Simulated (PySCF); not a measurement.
```xyz
23

C    -0.9889    1.1978   -1.2335
C    -1.1354    0.0131   -0.2793
C    -1.8148    0.4599    1.0166
C    -1.9170   -1.1204   -0.9425
O     0.1514   -0.4349    0.0897
Si    1.3599   -1.2175   -0.6075
C     2.8541   -0.7016    0.4220
C     2.9786    0.4248    1.1258
C     1.9863    1.4202    1.2030
N     1.2278    2.2776    1.2907
H    -1.9639    1.6060   -1.4833
H    -0.4914    0.8815   -2.1469
H    -0.3899    1.9691   -0.7568
H    -1.2199    1.2431    1.4794
H    -2.8121    0.8387    0.8134
H    -1.8849   -0.3769    1.7073
H    -1.4035   -1.4472   -1.8439
H    -1.9963   -1.9663   -0.2640
H    -2.9159   -0.7840   -1.2063
H     1.1840   -2.6701   -0.5034
H     1.6182   -0.8628   -2.0099
H     3.6945   -1.3828    0.4248
H     3.8741    0.6597    1.6943
```

Geometry: GFN2-xTB.

The calculation used PBE0/pcSseg-1, SCF density, gas phase, non-relativistic in PySCF.

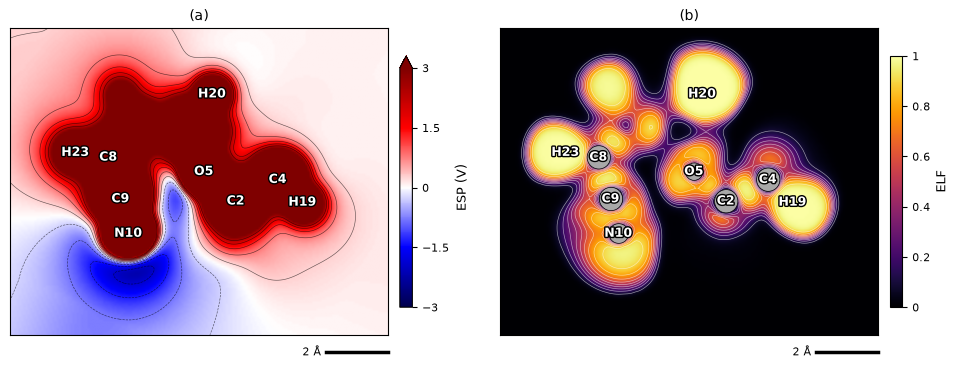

C$_{7}$H$_{13}$NOSi (SMILES CC(C)(C)O[SiH2]/C=C\C#N). (a) molecular electrostatic potential; (b) electron localisation function on the plane of atoms C2, C4 and H19. Grey discs cover the atomic cores in the ELF map.

What does the map show?

Atoms in the plane: C, O, N and H. C–N (1.15 Å): the ELF peaks at about 0.85 between the atoms: a short, multiple covalent bond. C–O (1.41 Å): the ELF peaks at about 0.90 between the atoms: a polar covalent bond. C–H (1.09 Å): the ELF climbs to about 1 towards the hydrogen, as it does in any bond to H (an ordinary covalent bond to hydrogen). C–C (1.41 Å): the ELF peaks at about 0.95 between the atoms, as expected for a covalent bond. The ELF also peaks beside N10, away from the bonds: lone-pair regions. Outside the dense part of the molecule the potential is most negative (−2.2 V) near N10.
